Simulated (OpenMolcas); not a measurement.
How methods differ on GeClF (SMILES [F][Ge][Cl])

GeClF: 3 atoms, total charge 0, spin state singlet. As SMILES, `[F][Ge][Cl]`. Geometry: relaxed at PBE0-D4/def2-TZVP.

```xyz
3

F     0.1104    1.4187    0.2062
Ge   -0.7628    0.0356   -0.4103
Cl    0.6416   -1.5191    0.1910
```

Quantity: the vertical ionisation energy (to the doublet cation), in eV. The values are calculated.

```
           level             kind     program  value (eV)  CPU time (all runs)
    HF/def2-TZVP     Hartree–Fock  OpenMolcas       10.11                 70 s
 SVWN5/def2-TZVP              LDA  OpenMolcas       10.91                 98 s
  BLYP/def2-TZVP              GGA  OpenMolcas       10.55                2 min
   PBE/def2-TZVP              GGA  OpenMolcas       10.63                2 min
 M06-L/def2-TZVP         meta-GGA  OpenMolcas       10.71              2.7 min
r2SCAN/def2-TZVP         meta-GGA  OpenMolcas       10.77              2.7 min
M06-2X/def2-TZVP  hybrid meta-GGA  OpenMolcas       10.77              2.4 min
  PBE0/def2-TZVP    global hybrid  OpenMolcas       10.81              1.9 min
```

All-electron rows without a relativistic Hamiltonian named are non-relativistic. The values span 10.11 to 10.91 eV. CPU times are rough (shared hosts, several kinds of processor): they show what a rung costs within a factor of a few.

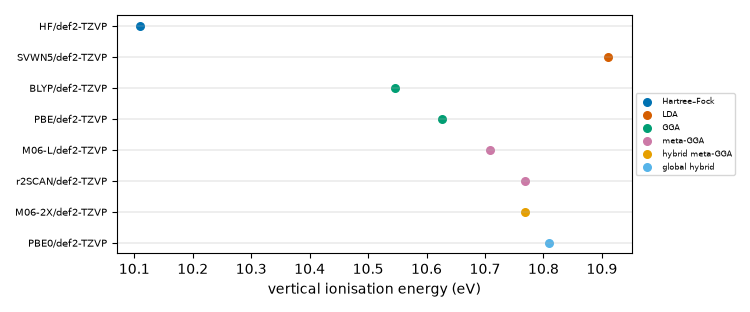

The values of the table, level by level.
